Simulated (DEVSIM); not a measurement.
System: abrupt Si p-n junction, at 400 K.

| layer (left to right) | material | thickness (μm) | Nd (cm⁻³) | Na (cm⁻³) | τn (s) | τp (s) |
|---|---|---|---|---|---|---|
| 1 | Si | 0.900 | - | 1.2e17 | 3.7e-5 | 3.7e-5 |
| 2 | Si | 6.70 | 1.1e17 | - | 3.7e-5 | 3.7e-5 |

Left contact: ohmic. Right contact: ohmic. Voltage is applied to the left contact. Recombination: SRH at mid-gap. Mobility is constant in doping.

Constants are typed, rounded textbook-type inputs, not results; the design itself was drawn at random and stands for no fabricated device. Values at 300 K; Nc and Nv go as T^1.5, mobilities as T to minus their exponent, the gap by Varshni's rule with the affinity fixed.

```tsv
parameter	Si
gap (eV)	1.124
affinity (eV)	4.05
permittivity	11.7
Nc (cm⁻³)	2.86e19
Nv (cm⁻³)	3.1e19
μn (cm²/Vs)	1417
μp (cm²/Vs)	470
T exponent of μn	2.3
T exponent of μp	2.2
Varshni α (eV/K)	0.000473
Varshni β (K)	636
```

Simulated with DEVSIM: 1D drift-diffusion, Boltzmann statistics, complete ionisation; no tunnelling, impact ionisation, image-force lowering or self-heating.

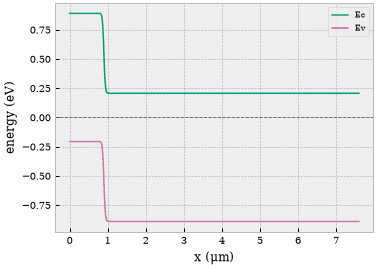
*Band edges at zero bias*

Energies count from the Fermi level of the right contact; mesh points crowd at the junctions.

| x (μm) | Ec (eV) | Ev (eV) | n (cm⁻³) | p (cm⁻³) | field (V/cm) |
|---|---|---|---|---|---|
| 0.000 | 0.890 | -0.206 | 2.7e8 | 1.2e17 | ≈ 0 |
| 0.02357 | 0.890 | -0.206 | 2.7e8 | 1.2e17 | ≈ 0 |
| 0.06899 | 0.890 | -0.206 | 2.7e8 | 1.2e17 | ≈ 0 |
| 0.1637 | 0.890 | -0.206 | 2.7e8 | 1.2e17 | ≈ 0 |
| 0.4340 | 0.890 | -0.206 | 2.7e8 | 1.2e17 | ≈ 0 |
| 0.6690 | 0.890 | -0.206 | 2.7e8 | 1.2e17 | ≈ 0 |
| 0.7924 | 0.890 | -0.207 | 2.7e8 | 1.2e17 | -410 |
| 0.8707 | 0.786 | -0.310 | 5.4e9 | 5.9e15 | -51000 |
| 0.8970 | 0.588 | -0.509 | 1.7e12 | 1.9e13 | -100000 |
| 0.9185 | 0.395 | -0.702 | 4.7e14 | 6.8e10 | -72000 |
| 0.9643 | 0.223 | -0.873 | 6.8e16 | 4.8e8 | -11000 |
| 1.100 | 0.207 | -0.890 | 1.1e17 | 2.9e8 | ≈ 0 |
| 1.323 | 0.207 | -0.890 | 1.1e17 | 2.9e8 | ≈ 0 |
| 1.767 | 0.207 | -0.890 | 1.1e17 | 2.9e8 | ≈ 0 |
| 3.138 | 0.207 | -0.890 | 1.1e17 | 2.9e8 | ≈ 0 |
| 5.083 | 0.207 | -0.890 | 1.1e17 | 2.9e8 | ≈ 0 |
| 6.348 | 0.207 | -0.890 | 1.1e17 | 2.9e8 | ≈ 0 |
| 7.009 | 0.207 | -0.890 | 1.1e17 | 2.9e8 | ≈ 0 |
| 7.382 | 0.207 | -0.890 | 1.1e17 | 2.9e8 | ≈ 0 |
| 7.503 | 0.207 | -0.890 | 1.1e17 | 2.9e8 | ≈ 0 |
| 7.563 | 0.207 | -0.890 | 1.1e17 | 2.9e8 | ≈ 0 |
| 7.600 | 0.207 | -0.890 | 1.1e17 | 2.9e8 | ≈ 0 |
